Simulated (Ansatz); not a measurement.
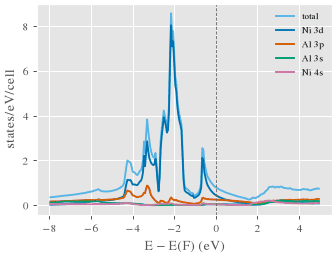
Fig. 1. Total and projected density of states of AlNi (CsCl type, Pm-3m), the program Ansatz at the r²SCAN level (PAW)

Question: Which orbitals carry the states next to the Fermi level?

Answer: Within 0.5 eV of the Fermi level: Ni 3d 60 %, Al 3p 28 %. Projections are on Löwdin-orthogonalised atomic valence shells; empty p or d shells of many metals are not among them.

Question: Where is the tallest occupied peak in this window, and what makes it?

Answer: Near -2.1 eV, about 8.6 states/eV per cell; the largest projected share is Ni 3d.

The cell was relaxed with r²SCAN under the symmetry of its start; of distortions, only those at the zone centre were tested. The run is not spin-polarised.

Potentials: the later of the program's two PAW sets.
